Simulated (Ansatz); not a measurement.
# BN2H8F: phonon calculation

System: BN2H8F.
Method: RKS PBE-D4/6-31G* (Ansatz 0.2.0).

It belongs to a series of runs on one base structure; here: vibrations at the highest image of the band. Figures and captions count atoms from 1; the log counts them from 0 in places.

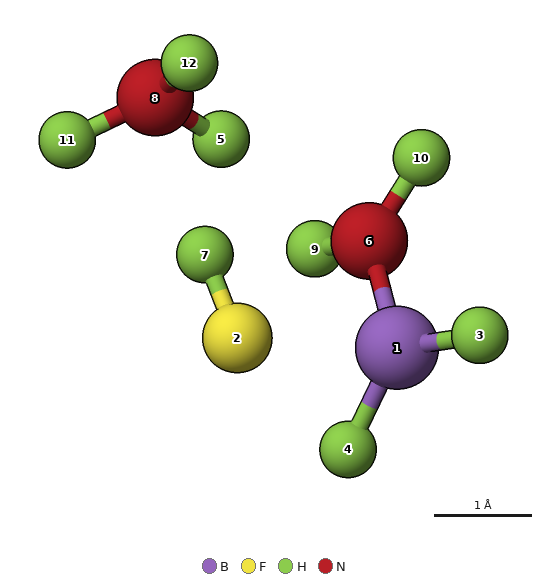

Figure 1. The input geometry (ball-and-stick view, seen at a tilt; atoms are numbered from 1 in the order of the input). Bond lengths as drawn: B–H 1.20 Å, B–N 1.42 Å, F–H 0.97 Å and H–N 1.02 Å.

### Input
```yaml
crystal:
  periodic: [false, false, false]
  atoms:
    - { symbol: B, position_ang: [-1.53792, -0.718195, -0.18563] }
    - { symbol: F, position_ang: [0.306277, -0.343738, -1.865491] }
    - { symbol: H, position_ang: [-2.184858, 0.076031, -0.818196] }
    - { symbol: H, position_ang: [-1.445315, -1.87917, -0.483991] }
    - { symbol: H, position_ang: [0.915254, 0.514959, 0.561858] }
    - { symbol: "N", position_ang: [-1.019469, -0.304879, 1.068327] }
    - { symbol: H, position_ang: [0.866561, 0.111745, -1.216637] }
    - { symbol: "N", position_ang: [1.783132, 0.914177, 0.193488] }
    - { symbol: H, position_ang: [-0.632242, -0.962011, 1.744912] }
    - { symbol: H, position_ang: [-1.239866, 0.598067, 1.487528] }
    - { symbol: H, position_ang: [2.499345, 0.254037, -0.094223] }
    - { symbol: H, position_ang: [1.689098, 1.738881, -0.391946] }
basis:
  gaussian: { orbitals: "6-31G*" }
hamiltonian:
  xc: pbe
  dispersion: d4
phonons: {}
```

Launch command:
```bash
ansatz run input.yaml --threads 2 --pin off --max-ram 3072MiB --backend cpu --events-out ev --progress --plain --runs-dir out
```

### Output
```
Engine: ansatz 0.2.0, aarch64-unknown-linux-gnu
Functional definition: PBE
  parameter kappa = 0.804
  parameter beta = 0.06672455060314922
  exchange = pbe_x(kappa = kappa, mu = beta*pi^2/3)
  correlation = pbe_c(beta = beta)
1001 factors; their error is unknown
mean field evaluation 1: about -6483.7894 eV, gradient 8.0e1 eV
mean field evaluation 2: about -6460.4027 eV, gradient 1.3e2 eV
mean field evaluation 4: about -6495.8144 eV, gradient 7.5e0 eV
mean field evaluation 8: about -6495.8981 eV, gradient 1.1e-1 eV
mean field evaluation 16: about -6495.8502 eV, gradient 5.5e-5 eV
mean field -6495.85022023 eV, -238.7180925479 hartree, gradient 5.5e-5 eV, S^2 0.000000; 0 other end points of the search recorded, 0 dependent functions left out
the calculation of the forces begins
reference -6495.85024784 eV, -238.7180935628 hartree; 18, 18 occupied and 58, 58 virtual orbitals, 1001 factors
these checks for a lower state are left out or cut short: stability, starts, cluster_reference, orbital_swaps, neighbouring_geometries, increment
1001 factors; their error is unknown
mean field -6495.85004750 eV, -238.7180862003 hartree, gradient 2.7e-6 eV, S^2 0.000000; 0 other end points of the search recorded, 0 dependent functions left out
[... from here on the field's lines of each further geometry are left out, up to the last ...]
the calculation of the forces begins
reference -6495.85019042 eV, -238.7180914524 hartree; 18, 18 occupied and 58, 58 virtual orbitals, 1001 factors
these checks for a lower state are left out or cut short: stability, starts, cluster_reference, orbital_swaps, neighbouring_geometries, increment
1001 factors; their error is unknown
mean field evaluation 448: about -6495.8502 eV, gradient 1.5e-6 eV
mean field -6495.85018173 eV, -238.7180911330 hartree, gradient 1.5e-6 eV, S^2 0.000000; 0 other end points of the search recorded, 0 dependent functions left out
the calculation of the forces begins
reference -6495.85020934 eV, -238.7180921479 hartree; 18, 18 occupied and 58, 58 virtual orbitals, 1001 factors
WARN: phonons: modes at or below zero, which the zero-point energy, F, S and C_V leave out: 1, the lowest at -349.38 cm⁻¹. A minimum has none, and a first-order saddle one
Total energy: -6495.98801356 eV, -238.7231563596 hartree
Atom 0 at    -1.537920    -0.718195    -0.185630 Å, force    -0.031411     0.017098    -0.007742 eV/Å
Atom 1 at     0.306277    -0.343738    -1.865491 Å, force    -0.014104    -0.009483    -0.000849 eV/Å
Atom 2 at    -2.184858     0.076031    -0.818196 Å, force     0.010709     0.000060     0.005937 eV/Å
Atom 3 at    -1.445315    -1.879170    -0.483991 Å, force     0.013365    -0.011687     0.000113 eV/Å
Atom 4 at     0.915254     0.514959     0.561858 Å, force    -0.007962     0.003443     0.009138 eV/Å
Atom 5 at    -1.019469    -0.304879     1.068327 Å, force     0.013306    -0.001694     0.041606 eV/Å
Atom 6 at     0.866561     0.111745    -1.216637 Å, force     0.014668     0.023094     0.004727 eV/Å
Atom 7 at     1.783132     0.914177     0.193488 Å, force    -0.019413    -0.027701    -0.021027 eV/Å
Atom 8 at    -0.632242    -0.962011     1.744912 Å, force     0.006553    -0.008789    -0.015495 eV/Å
Atom 9 at    -1.239866     0.598067     1.487528 Å, force    -0.009097     0.007232    -0.026636 eV/Å
Atom 10 at     2.499345     0.254037    -0.094223 Å, force     0.023123    -0.000561     0.011743 eV/Å
Atom 11 at     1.689098     1.738881    -0.391946 Å, force     0.000262     0.008988    -0.001515 eV/Å
Dipole moment:     0.319702     0.253329     0.525567 e Å
Vibrations: -349.38 29.93 87.95 153.96 169.15 206.75 225.50 304.70 364.91 452.46 590.05 713.72 770.55 840.37 886.49 958.77 1100.48 1106.48 1283.38 1596.96 1620.44 1624.26 2569.52 2661.94 3303.17 3414.73 3484.80 3573.66 3596.95 3664.24 cm⁻¹, zero-point energy 2.563763 eV
```

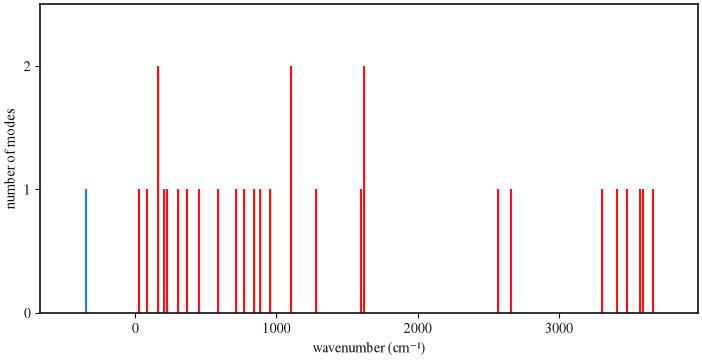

Figure 2. Harmonic vibrational wavenumbers from the force constants; neighbouring modes closer than 18 cm⁻¹ are counted in one stick, and imaginary ones are drawn at negative wavenumbers. 30 modes from 349i to 3664 cm⁻¹, 1 imaginary beyond 8i (349i cm⁻¹): a first-order saddle point, if the geometry is stationary.

### Key numbers

| quantity | value |
| --- | --- |
| outcome | converged |
| total energy | −6495.9880 eV |
| mean-field energy | −6495.8502 eV |
| largest force (length of the vector) | 0.044 eV/Å |
| hardware | 2 threads of Arm Neoverse V2, 24 GiB of memory available, shared host |
| wall time | 47 s (CPU time 90 s) |
| peak memory | 0.11 GiB |
